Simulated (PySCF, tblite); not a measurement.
# C₁₆H₁₆Si₁₆: electronic excitations, NMR shifts

What do calculations give for the electronic excitations, NMR shifts of C₁₆H₁₆Si₁₆?

Computed with tblite 0.8.0 and PySCF 2.14.0 and routines of our own; the level stands in each step. Atoms count from 0.

## Step 1: The starting structure

48 atoms, charge 0, multiplicity 1; geometry from: force field, distance geometry or constructed start.

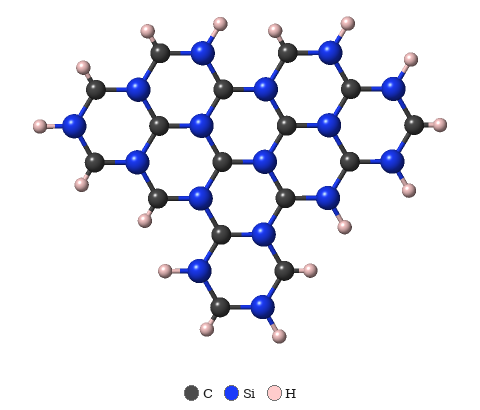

The starting geometry (carbon dark grey, silicon blue, hydrogen pink).

## Step 2: Geometry optimisation with GFN2-xTB

The job: settings as JSON, then the geometry in Å.

```
{"job": {"kind": "relax", "xc": "GFN2-xTB", "basis": "xTB"}, "charge": 0, "multiplicity": 1}
C      4.035500     1.952400    -0.001600
Si     2.477200     2.851800    -0.006900
C      0.935500     1.951900     0.001000
Si     0.929600     0.168600    -0.006200
C      2.479400    -0.732000     0.003400
Si     4.027300     0.163700    -0.002600
C     -0.619800    -0.729100    -0.003300
Si    -0.616500    -2.518100     0.001500
C      0.933000    -3.417900    -0.000400
Si     2.477600    -2.521600     0.001600
Si    -0.622000     2.848000    -0.002100
C     -2.172600     1.952200    -0.000000
Si    -2.173500     0.164900     0.005000
Si    -3.718100     2.848600    -0.002700
C     -5.272700     1.959300     0.000200
Si    -5.272400     0.164800     0.006300
C     -3.719900    -0.728900     0.000900
C      4.029500    -3.419200    -0.001000
Si     0.929700    -5.204000     0.002500
C      2.483200    -6.099900     0.002700
Si     4.028300    -5.202000     0.001500
C     -6.821600    -0.729300    -0.000200
Si    -6.817300    -2.516200     0.006600
C     -5.274700    -3.420100    -0.001500
Si    -3.719800    -2.518200     0.000900
C     -2.176200    -3.416700     0.002500
C      5.581500     4.641500    -0.000700
Si     4.030000     5.534800     0.001200
C      2.481000     4.639600    -0.002000
Si     5.581900     2.849600     0.003400
Si     0.933900     5.534800    -0.001100
C     -0.621800     4.640500     0.000200
H      5.276700    -0.555700    -0.001900
H     -3.718200     4.287900     0.003700
H     -6.213300     2.501000    -0.003300
H      4.975100    -2.868600    -0.002900
H     -0.317600    -5.925700    -0.004100
H      2.481300    -7.188300    -0.002600
H      5.278800    -5.929700    -0.000100
H     -7.769400    -0.182400     0.001200
H     -8.067800    -3.243100     0.003800
H     -5.264600    -4.511400     0.003700
H     -2.165200    -4.504800    -0.003600
H      6.527400     5.183700    -0.001800
H      4.026900     6.975900     0.002400
H      6.826000     2.130800    -0.003400
H      0.932700     6.974300    -0.000600
H     -1.564200     5.186800     0.002300
```

The run is started by

```sh
> OMP_NUM_THREADS=4 python large_run.py task.json out
```

One launch serves the whole session: the jobs run in the order shown.

Standard output:

```text
step      E/eV     max force
  0   -1886.98566    2.402
  1   -1887.36902    0.985
  2   -1887.55001    0.781
  3   -1887.87781    0.912
  4   -1888.06655    0.713
  5   -1888.18905    0.448
  6   -1888.23228    0.334
  7   -1888.26088    0.337
  8   -1888.29163    0.401
  9   -1888.33446    0.402
 10   -1888.38489    0.394
 11   -1888.42765    0.286
 12   -1888.45371    0.237
 13   -1888.46877    0.215
 14   -1888.47983    0.181
 15   -1888.48857    0.171
 16   -1888.49562    0.175
 17   -1888.50097    0.122
 18   -1888.50544    0.103
 19   -1888.50889    0.092
 20   -1888.51117    0.081
 21   -1888.51262    0.093
 22   -1888.51375    0.087
 23   -1888.51476    0.053
 24   -1888.51558    0.043
 25   -1888.51614    0.038
 26   -1888.51656    0.035
 27   -1888.51697    0.033
 28   -1888.51741    0.032
 29   -1888.51782    0.034
 30   -1888.51811    0.030
 31   -1888.51830    0.027
 32   -1888.51844    0.020
 33   -1888.51857    0.025
 34   -1888.51872    0.031
 35   -1888.51888    0.028
 36   -1888.51903    0.022
 37   -1888.51916    0.018
```

Wall time 19 s (4 threads of Intel Xeon Platinum 8259CL at 2.50GHz, shared host); peak memory 0.17 GiB.

Step by step:

```tsv
step	energy from step 0 (eV)	largest force (eV/Å)
0	0.0000	2.4025
1	-0.3834	0.9849
2	-0.5643	0.7809
3	-0.8921	0.9119
4	-1.0809	0.7131
5	-1.2034	0.4481
6	-1.2466	0.3340
7	-1.2752	0.3369
8	-1.3060	0.4014
10	-1.3992	0.3934
12	-1.4680	0.2370
14	-1.4942	0.1811
17	-1.5153	0.1220
19	-1.5232	0.0922
21	-1.5270	0.0931
23	-1.5291	0.0533
26	-1.5309	0.0352
28	-1.5317	0.0322
30	-1.5324	0.0295
33	-1.5329	0.0250
34	-1.5331	0.0310
35	-1.5332	0.0281
36	-1.5334	0.0220
37	-1.5335	0.0177
```

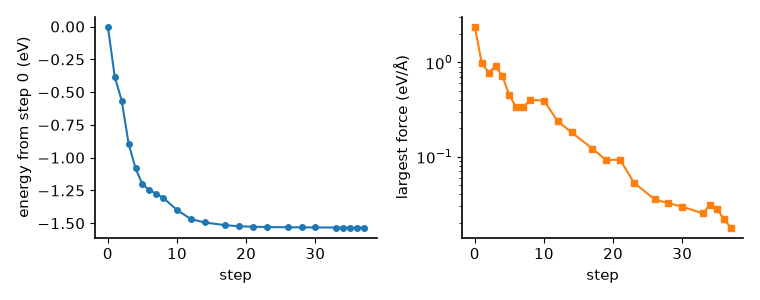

Energy and force, step by step.

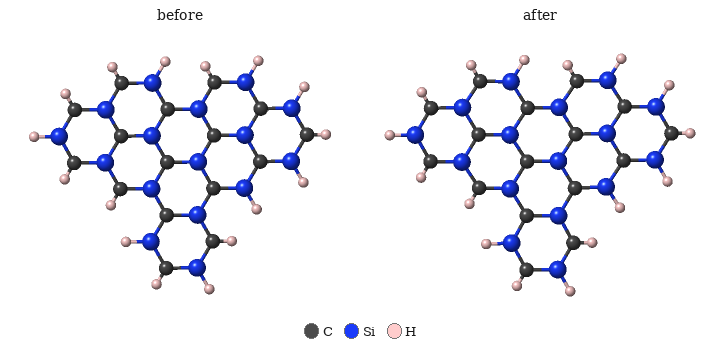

Before and after, at one scale.

Distances of close pairs at the start and the end, largest changes first:

```tsv
bond	before (Å)	after (Å)	change (Å)
C11–Si12	1.787	1.867	+0.080
Si3–C4	1.792	1.867	+0.074
Si1–C28	1.788	1.859	+0.071
C2–Si3	1.783	1.852	+0.069
C16–Si24	1.789	1.858	+0.069
C4–Si9	1.790	1.858	+0.068
Si7–C8	1.792	1.860	+0.068
C6–Si7	1.789	1.856	+0.067
```

The next job starts from the end point, and lists it.

## Step 3: Electronic excitations: TDDFT wB97X-D/def2-SVP

The job: settings as JSON, then the geometry in Å.

```
{"job": {"kind": "uv", "basis": "def2-SVP", "grid": 1, "kgrid": 0, "vcut": 1.5, "nstates": 6, "ntriplets": 2, "tda": false, "delta": [], "pop": true, "xc": "wB97X-D"}, "charge": 0, "multiplicity": 1}
C      4.179863     2.055166    -0.001950
Si     2.545958     2.949623    -0.001708
C      0.992087     2.017629    -0.001022
Si     0.916766     0.167037    -0.000908
C      2.557326    -0.723651    -0.001040
Si     4.083984     0.227216    -0.001762
C     -0.644746    -0.749273    -0.000119
Si    -0.680850    -2.604978    -0.000098
C      0.957109    -3.485882    -0.000682
Si     2.557431    -2.581593    -0.000814
Si    -0.645736     2.895024    -0.000479
C     -2.208951     1.967382     0.000280
Si    -2.292608     0.102311     0.000407
Si    -3.833396     2.816786     0.000454
C     -5.393853     1.958812     0.000041
Si    -5.501245     0.128023     0.001084
C     -3.883929    -0.771730     0.000751
C      4.111738    -3.526397    -0.000477
Si     1.017220    -5.301839    -0.000602
C      2.562946    -6.227196    -0.000075
Si     4.121047    -5.319269    -0.000020
C     -7.062042    -0.796774     0.001984
Si    -7.050196    -2.596135     0.002952
C     -5.496218    -3.497429     0.002195
Si    -3.899010    -2.629560     0.001286
C     -2.268865    -3.442904     0.000230
C      5.775330     4.787158    -0.000555
Si     4.209072     5.680894    -0.000033
C      2.621980     4.807046    -0.001082
Si     5.737498     2.985310    -0.001535
Si     0.989266     5.645375    -0.000622
C     -0.534511     4.728360     0.000038
H      5.404663    -0.432375    -0.001543
H     -3.805835     4.293555     0.000816
H     -6.323039     2.513093    -0.000237
H      5.048143    -2.985906    -0.000554
H     -0.234887    -6.069566    -0.001481
H      2.559469    -7.308582    -0.000022
H      5.392794    -6.061118     0.000226
H     -7.998275    -0.254694     0.002283
H     -8.327543    -3.335717     0.004195
H     -5.493005    -4.579379     0.002739
H     -2.273550    -4.524759    -0.000004
H      6.715932     5.321943    -0.000189
H      4.226373     7.154529     0.001519
H      7.012534     2.245014    -0.001954
H      1.030113     7.120145    -0.000546
H     -1.474512     5.263223     0.000481
```

Method: TDDFT wB97X-D/def2-SVP, vertical, gas phase, core orbitals frozen in the response, virtual orbitals cut by energy.

Standard output:

```text
start: PBE on a coarse grid of 50679 points
cycle   1  E = -5244.0116787474  dE =  4.297e+00  |g| = 2.020e+00  |ddm| = 8.862e+00
cycle   2  E = -5238.2739479673  dE =  5.738e+00  |g| = 4.153e+00  |ddm| = 7.217e+00
cycle   3  E = -5240.8678083333  dE = -2.594e+00  |g| = 2.454e+00  |ddm| = 6.808e+00
cycle   4  E = -5245.1546731966  dE = -4.287e+00  |g| = 3.819e-01  |ddm| = 3.677e+00
cycle   5  E = -5245.1445035696  dE =  1.017e-02  |g| = 4.455e-01  |ddm| = 1.027e+00
cycle   6  E = -5245.2047400501  dE = -6.024e-02  |g| = 1.336e-01  |ddm| = 5.679e-01
cycle   7  E = -5245.2103652955  dE = -5.625e-03  |g| = 5.292e-02  |ddm| = 2.177e-01
cycle   8  E = -5245.2112832065  dE = -9.179e-04  |g| = 2.282e-02  |ddm| = 8.581e-02
cycle   9  E = -5245.2114471228  dE = -1.639e-04  |g| = 6.265e-03  |ddm| = 3.087e-02
final grid: 207767 points
cycle  10  E = -5248.8986012483  dE = -4.278e-02  |g| = 7.820e-02  |ddm| = 6.840e-01
cycle  11  E = -5248.9022898411  dE = -3.689e-03  |g| = 3.777e-02  |ddm| = 1.794e-01
cycle  12  E = -5248.9030644756  dE = -7.746e-04  |g| = 2.467e-02  |ddm| = 7.406e-02
cycle  13  E = -5248.9033870891  dE = -3.226e-04  |g| = 5.583e-03  |ddm| = 4.817e-02
cycle  14  E = -5248.9034090130  dE = -2.192e-05  |g| = 3.178e-03  |ddm| = 1.375e-02
cycle  15  E = -5248.9034209606  dE = -1.195e-05  |g| = 1.144e-03  |ddm| = 8.432e-03
cycle  16  E = -5248.9034218582  dE = -8.976e-07  |g| = 3.096e-04  |ddm| = 3.322e-03
cycle  17  E = -5248.9034213307  dE =  5.275e-07  |g| = 1.769e-04  |ddm| = 8.060e-04
cycle  18  E = -5248.9034195470  dE =  1.784e-06  |g| = 6.256e-05  |ddm| = 3.378e-04
converged SCF energy = -5248.9034195470

Static polarisability (au): isotropic 675.505, principal 258.508 765.866 1002.141

Singlet excitations
state   eV       nm        f      main configurations
  1   3.1258    396.6   0.01483   H->L+2 0.22, H->L+6 0.19, H-2->L 0.10
  2   3.2836    377.6   0.55082   H->L 0.59, H-3->L 0.14
  3   3.4149    363.1   0.24422   H-6->L 0.21, H->L+6 0.14, H-2->L 0.12
  4   3.5994    344.5   0.03502   H->L+4 0.12, H-3->L+4 0.08
  5   3.7099    334.2   0.04421   H->L+1 0.14, H-1->L 0.13, H-4->L 0.10
  6   3.7242    332.9   0.07353   H-3->L 0.21, H->L+3 0.14

Triplet excitations (Tamm-Dancoff, eV): 2.6979 2.8064
```

Run time: 5.3 min. Hardware: 4 threads of Intel Xeon Platinum 8259CL at 2.50GHz, shared host; peak memory 2.4 GiB.

The orbitals next to the gap, with their largest atomic shares:

```tsv
orbital	eV	atoms
HOMO−4	-7.78	C19 21 %, C17 17 %, C6 6 %
HOMO−3	-7.58	C17 12 %, C11 11 %, C19 8 %
HOMO−2	-7.43	C16 16 %, Si22 15 %, C21 11 %
HOMO−1	-7.23	C25 20 %, C16 20 %, C14 16 %
HOMO	-6.35	C23 25 %, C21 24 %, C25 16 %
LUMO	-1.27	Si29 28 %, Si27 27 %, Si5 18 %
LUMO+1	-0.35	Si5 25 %, Si30 24 %, Si1 10 %
LUMO+2	-0.25	Si1 29 %, Si29 11 %, C26 10 %
LUMO+3	0.04	Si18 13 %, Si20 12 %, Si10 10 %
```

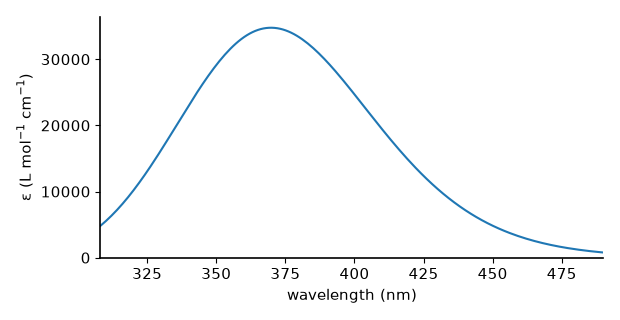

Absorption spectrum: each of the 6 states is a Gaussian band of 0.4 eV half-width at 1/e. Beyond the last state computed it falls off for lack of states.

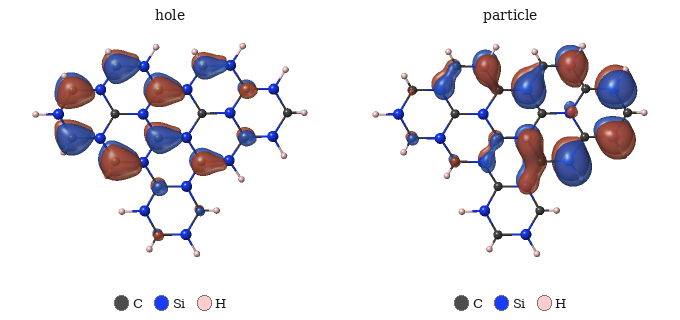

Leading natural transition orbitals of singlet state 2: the electron leaves the hole (left) for the particle orbital (right).

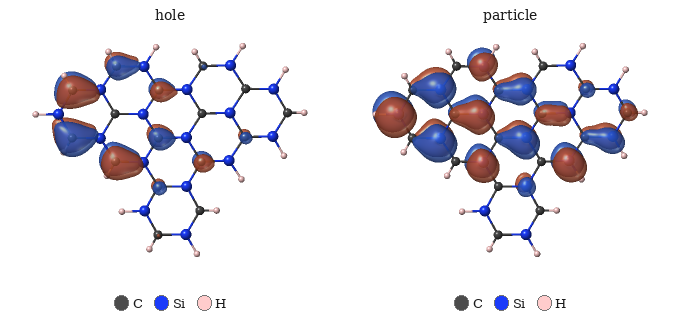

Leading natural transition orbitals of singlet state 1: the electron leaves the hole (left) for the particle orbital (right).

Ground-state properties from the same run:

```tsv
property	computed
dipole moment (D)	13.77
polarisability (Å³)	100.10
HOMO–LUMO gap (eV)	5.08
−ε(HOMO) (eV)	6.35
```

The fields below are evaluated on a grid from the run's orbitals.

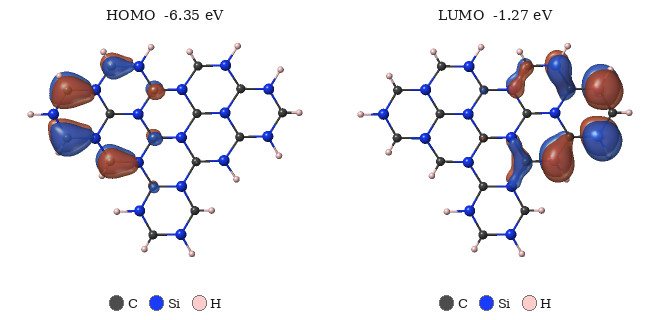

wB97X-D/def2-SVP orbitals near the gap, drawn at the value that encloses 70 % of each; the two colours are the two signs.

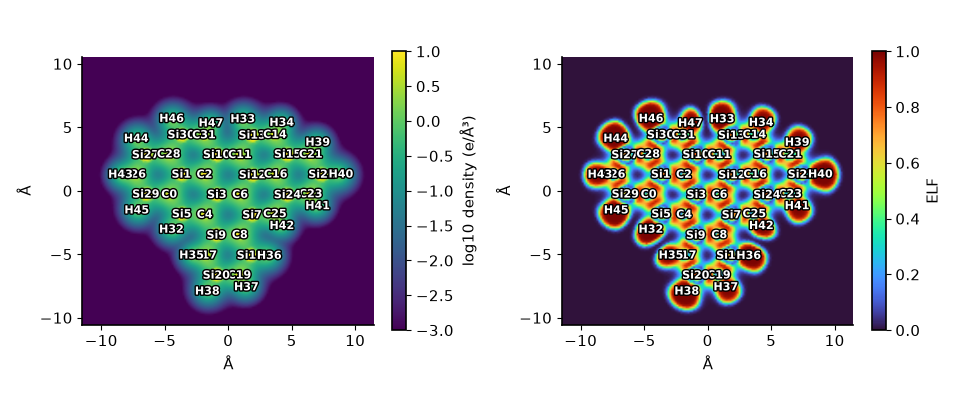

Density (left) and ELF (right) in a plane through or near 48 of the atoms.

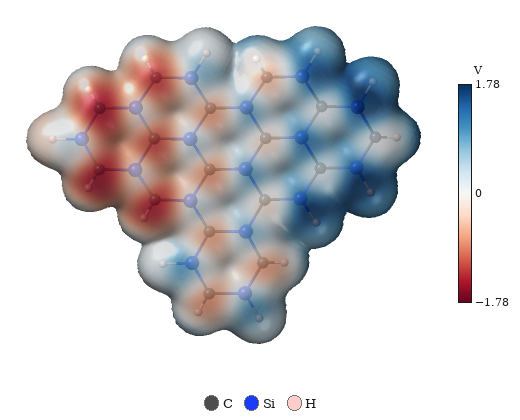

Electrostatic potential on the surface of density 0.002 e/bohr³; red is low, blue high. It runs from -1.44 V near C23 to 1.78 V near Si29.

(Part 1 of 2 ends here.)
